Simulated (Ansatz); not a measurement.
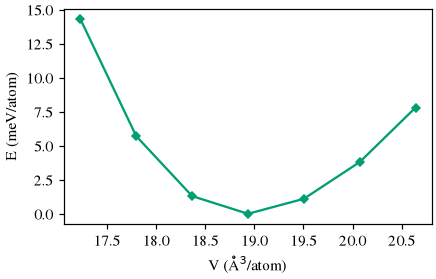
Figure: PtS₂ (CdI2 type, P-3m1) under volume change, r²SCAN+D4 in the plane-wave PAW code Ansatz, shape and atoms relaxed at each volume.

### Question
What does a third-order Birch–Murnaghan fit give for V₀, B₀ and B′?

### Answer
V₀ = 18.90 Å³/atom, B₀ = 22.3 GPa, B′ = 9.8.

The cell was relaxed with r²SCAN+D4 under the symmetry of its start; phonons on a q-mesh show no instability. The run is not spin-polarised. Scalar-relativistic: spin–orbit coupling is off unless named, which matters more the heavier the elements.

Potentials: the later of the program's two PAW sets.
